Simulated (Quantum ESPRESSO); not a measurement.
# Magnetic state of NiCl2 from several starts

Does NiCl2 prefer parallel or opposed moments?

Method: LDA with U = 6 eV on Ni d (ortho-atomic projectors); plane waves with GBRV 1.5 LDA potentials, no spin-orbit coupling, in Quantum ESPRESSO 7.5.

The database entry behind the starting cell differs from later determinations by our own check (an axis about 1.8 % long against later determinations), so it need not match the best structure at ambient conditions.

## 1. The starting structure

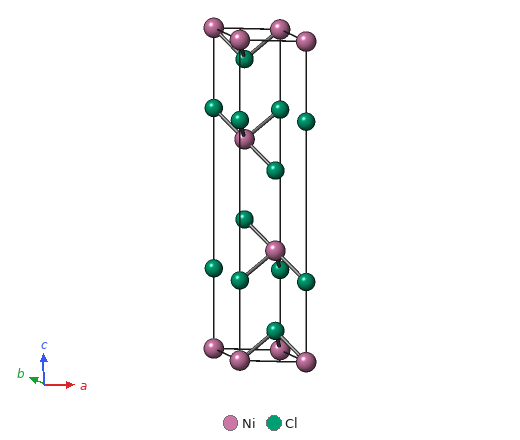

The cell as given, slightly off an axis (nickel pink, chlorine teal). This picture shows the conventional cell, with its axes. Bonds to atoms that aren't drawn are left out. Some periodic images of atoms are drawn too.

The cell comes from the Crystallography Open Database.

## 2. Run 1, typed as ferro +

The signs are those of the starting moments on the seeded atoms, the atoms that are given a moment.

Input file pw.in:

```
&CONTROL
  calculation = 'scf'
  prefix = 'pwscf'
  outdir = './tmp'
  pseudo_dir = './pseudo'
  disk_io = 'nowf'
/
&SYSTEM
  ibrav = 0
  nat = 3
  ntyp = 2
  ecutwfc = 40
  ecutrho = 280
  nbnd = 25
  occupations = 'smearing'
  smearing = 'fd'
  degauss = 0.00367493
  nspin = 2
  starting_magnetization(1) = 0.1111
  starting_magnetization(2) = 0
/
&ELECTRONS
  conv_thr = 6d-09
  electron_maxstep = 150
  mixing_beta = 0.3
/
ATOMIC_SPECIES
Ni     58.6934 ni_lda_v1.4.uspp.F.UPF
Cl     35.4500 cl_lda_v1.4.uspp.F.UPF
CELL_PARAMETERS angstrom
   1.7715000000    1.0227760019    5.7783333333
  -1.7715000000    1.0227760019    5.7783333333
   0.0000000000   -2.0455520037    5.7783333333
ATOMIC_POSITIONS crystal
Ni      0.0000000000    0.0000000000    0.0000000000
Cl      0.2500000000    0.2500000000    0.2500000000
Cl      0.7500000000    0.7500000000    0.7500000000
K_POINTS automatic
6 6 6 0 0 0
HUBBARD {ortho-atomic}
U Ni-3d 6.0000
```

Run with:

```sh
> OMP_NUM_THREADS=1 mpirun -n 4 pw.x -nk 4 -in pw.in > pw.out
```

The program printed:

```text
Program PWSCF v.7.5 starts

     Message from routine setup:
     using ibrav=0 with symmetry is DISCOURAGED, use correct ibrav instead

     K-points division:     npool     =       4
     Subspace diagonalization in iterative solution of the eigenvalue problem:

     G-vector sticks info
     --------------------
     sticks:   dense  smooth     PW     G-vecs:    dense   smooth      PW
     Sum        1643     949    311                33593    14563    2743

     Using Slab Decomposition

     bravais-lattice index     =            0
     lattice parameter (alat)  =      11.5835  a.u.
     unit-cell volume          =     423.9085 (a.u.)^3
     number of atoms/cell      =            3
     number of atomic types    =            2
     number of electrons       =        32.00
     number of Kohn-Sham states=           25
     kinetic-energy cutoff     =      40.0000  Ry
     charge density cutoff     =     280.0000  Ry
     scf convergence threshold =      6.0E-09
     mixing beta               =       0.3000
     number of iterations used =            8  plain     mixing
     Exchange-correlation=  SLA  PZ   NOGX NOGC
                           (   1   1   0   0   0   0   0)
     Hubbard projectors: ortho-atomic
     Hubbard parameters of DFT+U (Dudarev formulation) in eV:
     U(Ni-3d) =  6.0000

     Internal variables: lda_plus_u =T, lda_plus_u_kind = 0

     Internal variables: orbital_resolved =F, hub_pot_fix =F, apply_U = F

     celldm(1)=  11.583485  celldm(2)=   0.000000  celldm(3)=   0.000000
     celldm(4)=   0.000000  celldm(5)=   0.000000  celldm(6)=   0.000000

     crystal axes: (cart. coord. in units of alat)
               a(1) = (   0.289002   0.166855   0.942676 )
               a(2) = (  -0.289002   0.166855   0.942676 )
               a(3) = (   0.000000  -0.333711   0.942676 )

     reciprocal axes: (cart. coord. in units 2 pi/alat)
               b(1) = (  1.730092  0.998869  0.353603 )
               b(2) = ( -1.730092  0.998869  0.353603 )
               b(3) = (  0.000000 -1.997738  0.353603 )

     PseudoPot. # 1 for Ni read from file:
     ni_lda_v1.4.uspp.F.UPF
     Pseudo is Ultrasoft + core correction, Zval = 18.0
     Generated by new atomic code, or converted to UPF format
     Using radial grid of  865 points,  6 beta functions with:
                l(1) =   0
                l(2) =   0
                l(3) =   1
                l(4) =   1
                l(5) =   2
                l(6) =   2
     Q(r) pseudized with 10 coefficients,  rinner =    0.980   0.980   0.980
                                                       0.980   0.980

     PseudoPot. # 2 for Cl read from file:
     cl_lda_v1.4.uspp.F.UPF
     Pseudo is Ultrasoft + core correction, Zval =  7.0
     Generated by new atomic code, or converted to UPF format
     Using radial grid of  909 points,  6 beta functions with:
                l(1) =   0
                l(2) =   0
                l(3) =   1
                l(4) =   1
                l(5) =   2
                l(6) =   2
     Q(r) pseudized with  8 coefficients,  rinner =    1.300   1.300   1.300
                                                       1.300   1.300

     atomic species   valence    mass     pseudopotential
     Ni               18.00    58.69340     Ni( 1.00)
     Cl                7.00    35.45000     Cl( 1.00)

     Starting magnetic structure
     atomic species   magnetization
     Ni              0.111
     Cl              0.000

     12 Sym. Ops., with inversion, found

   Cartesian axes

     site n.     atom                  positions (alat units)
         1        Ni     tau(   1) = (   0.0000000   0.0000000   0.0000000  )
         2        Cl     tau(   2) = (   0.0000000   0.0000000   0.7070066  )
         3        Cl     tau(   3) = (   0.0000000   0.0000000   2.1210199  )

     number of k points=    32  Fermi-Dirac smearing, width (Ry)=  0.0037
                       cart. coord. in units 2pi/alat
        k(    1) = (   0.0000000   0.0000000   0.0000000), wk =   0.0046296
        k(    2) = (   0.0000000  -0.3329564   0.0589339), wk =   0.0277778
        k(    3) = (   0.0000000  -0.6659127   0.1178678), wk =   0.0277778
        k(    4) = (   0.0000000   0.9988691  -0.1768017), wk =   0.0138889
        k(    5) = (  -0.2883487  -0.1664782   0.1178678), wk =   0.0277778
        [... 27 further k-points ...]

     Dense  grid:    33593 G-vectors     FFT dimensions: (  64,  64,  64)

     Smooth grid:    14563 G-vectors     FFT dimensions: (  48,  48,  48)

     Check: negative core charge=   -0.000006
     Generating pointlists ...
     new r_m :   0.1685 (alat units)  1.9521 (a.u.) for type    1
     new r_m :   0.1685 (alat units)  1.9521 (a.u.) for type    2

     Initial potential from superposition of free atoms

     starting charge      30.0000, renormalised to      32.0000

     negative rho (up, down):  1.559E-02 1.559E-02

     STARTING HUBBARD OCCUPATIONS:

     =================== HUBBARD OCCUPATIONS ===================
     ------------------------ ATOM    1 ------------------------
     Tr[ns(  1)] (up, down, total) =   5.00000  3.00000  8.00000
     Atomic magnetic moment for atom   1 =   2.00000
     [... lines left out ...]
     Number of occupied Hubbard levels =    8.0000

     Atomic wfc used for Hubbard projectors are orthogonalized

     Starting wfcs are   21 randomized atomic wfcs +    4 random wfcs

     Self-consistent Calculation

     iteration #  1     ecut=    40.00 Ry     beta= 0.30
     Davidson diagonalization with overlap
     ethr =  1.00E-02,  avg # of iterations =  5.8

     =================== HUBBARD OCCUPATIONS ===================
     ------------------------ ATOM    1 ------------------------
     Tr[ns(  1)] (up, down, total) =   3.61869  0.52631  4.14500
     Atomic magnetic moment for atom   1 =   3.09238
     [... lines left out ...]
     Number of occupied Hubbard levels =    4.1450

     negative rho (up, down):  1.515E-02 1.508E-02

     total energy              =    -401.93748438 Ry
     estimated scf accuracy    <      22.81213367 Ry

     total magnetization       =     3.30 Bohr mag/cell
     absolute magnetization    =     3.40 Bohr mag/cell

     iteration #  2     ecut=    40.00 Ry     beta= 0.30
     Davidson diagonalization with overlap
     ethr =  1.00E-02,  avg # of iterations =  3.1

     negative rho (up, down):  1.450E-02 1.443E-02

     total energy              =    -408.43232500 Ry
     estimated scf accuracy    <      15.94181456 Ry

     total magnetization       =     0.19 Bohr mag/cell
     absolute magnetization    =     0.20 Bohr mag/cell

     iteration #  3     ecut=    40.00 Ry     beta= 0.30
     Davidson diagonalization with overlap
     ethr =  1.00E-02,  avg # of iterations =  2.0

     negative rho (up, down):  1.437E-02 1.404E-02

     total energy              =    -409.42228985 Ry
     estimated scf accuracy    <       1.24824165 Ry

     total magnetization       =     1.99 Bohr mag/cell
     absolute magnetization    =     2.00 Bohr mag/cell

     [... further iterations left out ...]

     iteration # 13     ecut=    40.00 Ry     beta= 0.30
     Davidson diagonalization with overlap
     ethr =  3.64E-09,  avg # of iterations =  4.3

     negative rho (up, down):  1.424E-02 1.373E-02

     total energy              =    -409.76059507 Ry
     estimated scf accuracy    <       0.00000175 Ry

     total magnetization       =     2.00 Bohr mag/cell
     absolute magnetization    =     2.04 Bohr mag/cell

     iteration # 14     ecut=    40.00 Ry     beta= 0.30
     Davidson diagonalization with overlap
     ethr =  3.64E-09,  avg # of iterations =  2.0

     negative rho (up, down):  1.424E-02 1.373E-02

     total energy              =    -409.76059540 Ry
     estimated scf accuracy    <       0.00000007 Ry

     total magnetization       =     2.00 Bohr mag/cell
     absolute magnetization    =     2.04 Bohr mag/cell

     iteration # 15     ecut=    40.00 Ry     beta= 0.30
     Davidson diagonalization with overlap
     ethr =  2.05E-10,  avg # of iterations =  2.4

     negative rho (up, down):  1.424E-02 1.373E-02

     total energy              =    -409.76059545 Ry
     estimated scf accuracy    <       0.00000001 Ry

     total magnetization       =     2.00 Bohr mag/cell
     absolute magnetization    =     2.04 Bohr mag/cell

     iteration # 16     ecut=    40.00 Ry     beta= 0.30
     Davidson diagonalization with overlap
     ethr =  3.89E-11,  avg # of iterations =  2.1

     negative rho (up, down):  1.424E-02 1.373E-02

     Magnetic moment per site  (integrated on atomic sphere of radius R)
     atom   1 (R=0.169)  charge= 16.2994  magn=  1.6674
     atom   2 (R=0.169)  charge=  5.4412  magn=  0.1365
     atom   3 (R=0.169)  charge=  5.4412  magn=  0.1365

     End of self-consistent calculation

     =================== HUBBARD OCCUPATIONS ===================
     ------------------------ ATOM    1 ------------------------
     Tr[ns(  1)] (up, down, total) =   4.98109  3.31539  8.29648
     Atomic magnetic moment for atom   1 =   1.66571
     [... lines left out ...]
     Number of occupied Hubbard levels =    8.2965

     [... lines left out ...]
     the Fermi energy is     4.8895 ev

!    total energy              =    -409.76059547 Ry
     estimated scf accuracy    <          4.6E-09 Ry
     smearing contrib. (-TS)   =      -0.00000000 Ry
     internal energy E=F+TS    =    -409.76059547 Ry

     The total energy is F=E-TS. E is the sum of the following terms:
     one-electron contribution =    -361.68974544 Ry
     hartree contribution      =     190.44342403 Ry
     xc contribution           =     -53.63397802 Ry
     ewald contribution        =    -184.95283900 Ry
     Hubbard energy            =       0.07254296 Ry

     total magnetization       =     2.00 Bohr mag/cell
     absolute magnetization    =     2.04 Bohr mag/cell

     convergence has been achieved in  16 iterations

=------------------------------------------------------------------------------=
   JOB DONE.
=------------------------------------------------------------------------------=
```

Wall time 38 s (4 MPI ranks of Arm Neoverse V2, shared host); peak memory 0.47 GiB; 2.5 min of CPU time.

Spin moment in the atom's sphere by atom:

| atom | spin moment in the atom's sphere (μB) |
| --- | --- |
| Ni1 | 1.67 |
| Cl2 | 0.14 |
| Cl3 | 0.14 |

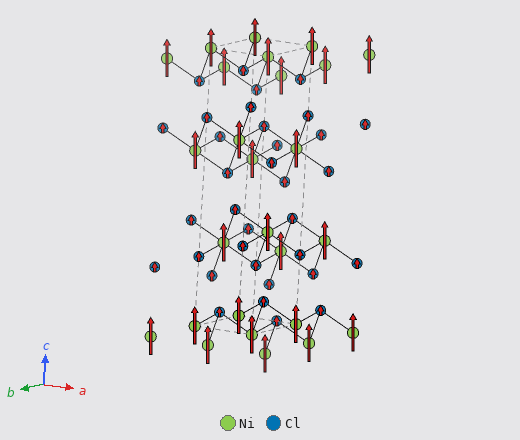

Spin moment in the atom's sphere as arrows, the longest 1.67 μB. Up and down stand for the sign. Arrows give size and sign along the axis of quantisation, drawn up and down the page. Each arrow also spans its atom, so small moments look longer than they are. Bonds to atoms that aren't drawn are left out. 2×2×1 conventional cells are drawn. Some periodic images of atoms are drawn too.

Read from the output:

```yaml
smearing_term_ts: 2.69e-11 eV
magnetization: 2 μB
absolute_magnetization: 2.036 μB
final_state: ferromagnetic
```

(Continued in part 2 of 2.)

[Logs and program files are shortened in this print: banners, set-up blocks, solver, clock and traceback lines can be left out without a mark of their own.]

[Logs are printed without paths, hosts, clocks, repeated set-up lines and the standing remarks that a program may print on its own settings, such as how far it seeks lower states.]

[Hosts, paths, dates, database ids (printed as entryN), source tags and the programs' standing remarks are cut or masked in the printed files.]

[Where a cell is said to come from a database of computed structures, the database is the Materials Project.]
